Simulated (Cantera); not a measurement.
Charge: 1 mol Ta2O5, 3.8 mol CO, 0.46 mol H2, held at 5.63 Torr.

Cantera equilibrium calculation (NASA polynomials, part measured and part estimated; ideal gas, pure solids and liquids). Candidate condensed phases: C, C6H6, C7H8, C8H18, H2O, Ta, TaC, Ta2O5; 113 gas species. Mutual solubility and eutectic melting of coexisting phases are not modelled. TaC: taken at fixed stoichiometry. Condensed phases not in the tables: Ta2C. The numbers say what is thermodynamically allowed, not how fast it happens.

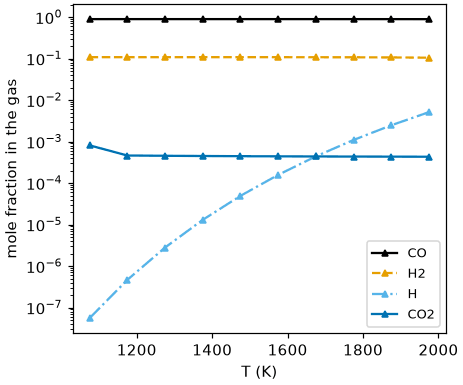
Fig. 1. Equilibrium gas composition (values under 1e-9 drawn at 1e-9)

At 1075 K the condensed part is C(graphite) + Ta2O5(s). From 1175 K to 1975 K the condensed part is TaC(s) + Ta2O5(s).
